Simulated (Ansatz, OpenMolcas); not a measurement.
**Exact exchange and the electronic atomisation energy of C2F3 (trifluorovinyl radical)**

C2F3 has 5 atoms, charge 0, and is taken as a doublet. As SMILES, `F[C]=C(F)F`. Geometry: relaxed at PBE0-D4/def2-TZVP.

The electronic atomisation energy y, in eV, basis aug-cc-pVDZ; a is the functional's share of exact exchange. Programs: Ansatz 0.2.0, OpenMolcas 26.06.

| functional | program | a | y (eV) |
| --- | --- | --- | --- |
| UBLYP | Ansatz | 0 | 19.96 |
| UTPSS | OpenMolcas | 0 | 19.93 |
| UB3LYP | Ansatz | 0.2 | 19.45 |
| UPBE0 | Ansatz | 0.25 | ? |
| U-r2SCAN0 | Ansatz | 0.25 | 19.07 |
| UBHLYP | Ansatz | 0.5 | 17.90 |

Q: Fit y = c + s·a to the known rows and predict UPBE0.

A: 
1. Means of the 5 rows: a = 0.1900, y = 19.262.
2. Σ(Δa)² = 0.172, Σ(Δa·Δy) = -0.6914, so the slope is -0.6914/0.172 = -4.0198.
3. Intercept: 19.262 − (-4.0198) × 0.1900 = 20.026. The largest residual of the fit is 0.23.
4. UPBE0: 20.026 + (-4.0198) × 0.25 = 19.02 eV.

The run gave 19.97 eV, so the prediction is off by -0.95 eV, more than the largest residual. The rows mix families of semi-local functionals, which the line can't see.

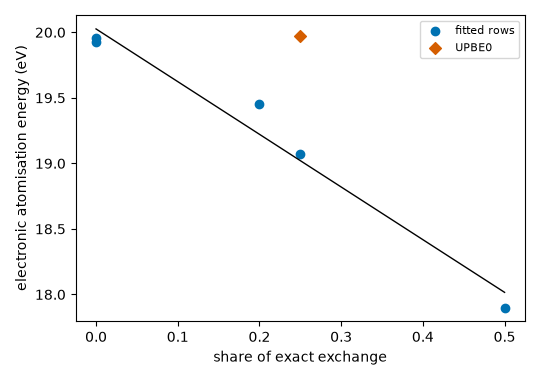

The fitted line, with the withheld row.
